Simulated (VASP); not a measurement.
Band structure of MgAu (space group Pm-3m). Calculation: PBEsol GGA, VASP's PBE PAW potentials (set 64) (plane waves; VASP).

Unless said otherwise, spin-orbit coupling is left out, though it shifts the bands of the heavy elements here.

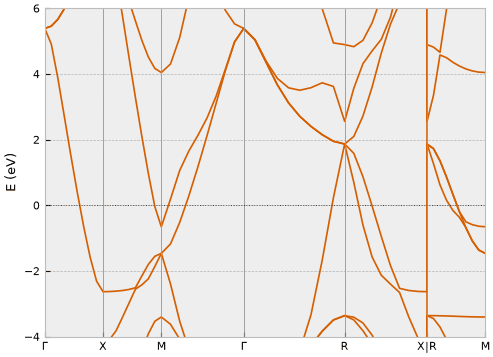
*Bands along high-symmetry lines, zero at the valence-band maximum or, without a gap, the Fermi level*

### Question
Read the plot: is there a gap, and where are the band edges?

### Answer
It has no gap at this level: it comes out as a metal or semimetal.

The structure comes from a computed database's MgAu entry (Pm-3m); how it stands against other phases isn't given here. The cell was not relaxed at this level. The electron count is odd and the run is not spin-polarised, which forces a metal.
